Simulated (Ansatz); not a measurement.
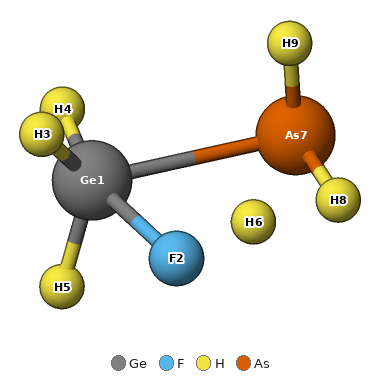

The system is the reacting system AsFGeH6 (fragments FGeH₃ + AsH₃ where the first distance is long, AsGeH₅ + FH where the second is long); the picture shows the reference structure. 
- First axis: distance Ge1–As7 (bond that forms). Second axis: distance H6–As7 (bond that breaks).
- Relaxed at each point: all other coordinates.
- The scan uses a 7 × 7 grid.
- Points are written as (first, second).
- All energies are given in kcal/mol relative to the lowest grid point.
- Energies and slopes of some neighbouring points disagree (a jump in structure or state, or too coarse a mesh). The reference is spin-restricted, so regions where a bond is pulled apart into radicals lie too high.
- Method: RKS BHLYP-D4/def2-SVP (Ansatz).

Its coordinates:

```xyz
9

Ge   -0.9214   -0.1145   -0.7511
F     1.1546   -0.4054   -1.0349
H    -0.9433   -1.6283   -0.9244
H    -2.2965    0.2386   -0.1140
H    -0.7969    0.7743   -1.9813
H     1.3805    0.0526    0.0482
As    0.3529    0.9192    1.5043
H     1.8079    0.5816    1.0416
H     0.2621   -0.4183    2.2117
```

Range: distance Ge1–As7 (bond that forms) from 2.151 to 3.951 Å; distance H6–As7 (bond that breaks) from 1.350 to 3.150 Å.

What will the energy surface look like?

The lowest grid point is at (3.951 Å, 1.542 Å). It lies on the edge of the grid, but the force there points inwards, so the minimum lies inside the range. The energy also falls towards the edge at (2.343 Å, 3.150 Å) (9 kcal/mol above the lowest), where a further well may lie outside the range. The highest grid point, (2.151 Å, 1.542 Å), lies 74 kcal/mol above the lowest.

```csv
"second ↓, first →",2.151,2.343,2.607,2.908,3.235,3.584,3.951
3.150,21,9,10,23,39,55,69
2.783,22,10,10,22,38,54,68
2.434,24,11,11,23,39,55,61
2.107,29,16,17,28,44,60,37
1.806,44,31,32,44,59,13,13
1.542,74,62,63,74,3,0,0
1.350,55,43,27,16,10,7,7
```

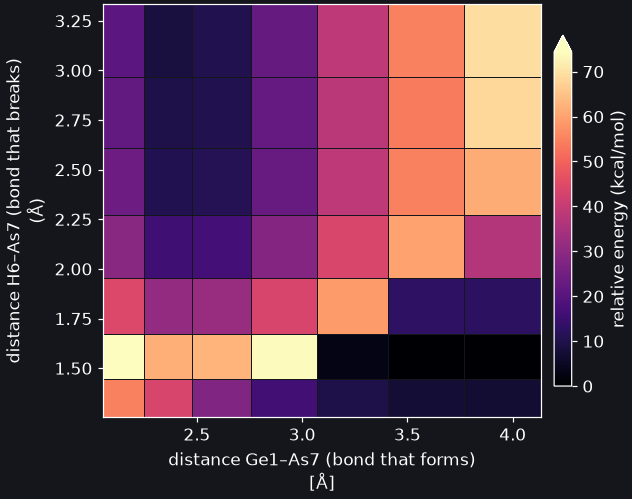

In the figure: one coloured cell a grid point, one colour for all values above the top of the scale.

Time for the 49 points that were run: 39 min on 1 thread of Arm Neoverse V1, on a shared host.
